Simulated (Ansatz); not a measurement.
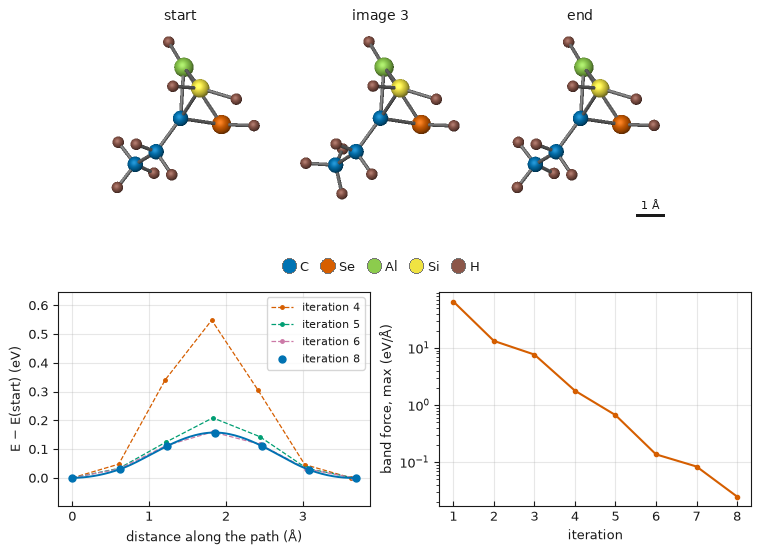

A search for the minimum-energy path of C3H9AlSeSi by the nudged elastic band. Images are numbered from 0 (start) to 6 (end). The plot follows the band through its iterations. A ball-and-stick model, seen from a free direction.

All numbers below come from RHF/def2-SVP in Ansatz 0.2.0.

The input:
```yaml
crystal:
  periodic: [false, false, false]
  atoms:
    - { symbol: C, position_ang: [1.469775, -1.563691, 0.442491] }
    - { symbol: C, position_ang: [0.423143, -0.983331, -0.503971] }
    - { symbol: C, position_ang: [-0.24343, 0.299946, -0.037293] }
    - { symbol: Se, position_ang: [-1.285751, 0.155145, 1.679883] }
    - { symbol: Al, position_ang: [0.037, 2.132615, 0.695112] }
    - { symbol: Si, position_ang: [-1.237202, 1.518524, -1.157201] }
    - { symbol: H, position_ang: [1.932913, -2.452974, 0.009278] }
    - { symbol: H, position_ang: [1.028318, -1.856985, 1.397206] }
    - { symbol: H, position_ang: [2.260213, -0.837988, 0.646595] }
    - { symbol: H, position_ang: [0.90632, -0.745191, -1.456686] }
    - { symbol: H, position_ang: [-0.32608, -1.748185, -0.731854] }
    - { symbol: H, position_ang: [-2.669759, 0.262831, 1.225737] }
    - { symbol: H, position_ang: [0.995346, 2.947952, 1.628758] }
    - { symbol: H, position_ang: [-2.695794, 1.27065, -1.301985] }
    - { symbol: H, position_ang: [-0.616911, 1.550081, -2.506771] }
basis:
  gaussian: { orbitals: def2-SVP }
hamiltonian:
  xc: hf
neb:
  order_check: false
  images: 5
  f_tol: 0.03
  max_iterations: 44
  initial_path: linear
  final_atoms:
    - { symbol: C, position_ang: [1.43733316, -1.58777714, 0.46471104] }
    - { symbol: C, position_ang: [0.3763079, -1.01733693, -0.47190866] }
    - { symbol: C, position_ang: [-0.23585747, 0.30571084, -0.04320395] }
    - { symbol: Se, position_ang: [-1.21744295, 0.27175168, 1.71448794] }
    - { symbol: Al, position_ang: [0.1240614, 2.16137947, 0.59150777] }
    - { symbol: Si, position_ang: [-1.23413375, 1.5001714, -1.18403998] }
    - { symbol: H, position_ang: [2.2527113, -0.8762067, 0.61406608] }
    - { symbol: H, position_ang: [1.86266221, -2.50615184, 0.05386715] }
    - { symbol: H, position_ang: [1.019146, -1.83014117, 1.44397803] }
    - { symbol: H, position_ang: [0.83364789, -0.83660491, -1.44982757] }
    - { symbol: H, position_ang: [-0.40255799, -1.76820365, -0.64055676] }
    - { symbol: H, position_ang: [-2.61384563, 0.40350432, 1.30699342] }
    - { symbol: H, position_ang: [1.1417499, 2.98894063, 1.45040078] }
    - { symbol: H, position_ang: [-2.70326886, 1.28921668, -1.26710131] }
    - { symbol: H, position_ang: [-0.66241211, 1.45114632, -2.55407497] }
```

Run as
```bash
ansatz run input.yaml --threads 2 --pin off --max-ram 3072MiB --backend cpu --events-out ev --progress --plain --runs-dir out
```

How did the profile develop, and is the result final?

Answer. The run is converged, with reservations. The band converged in 8 iterations. The largest component of the band force went from 65 to 0.025 eV/Å. The climbing image converged on the top of the path. Its curvatures weren't checked. The straight starting path can push atoms close together and costs iterations. The first iteration put the highest image at 26.654 eV. The barrier is about 0.158 eV in both directions, with image 3 at the top; the ends have the same energy.

Cost: 3.1 min on 2 threads of Arm Neoverse V2 (shared host), peak memory 0.5 GiB.
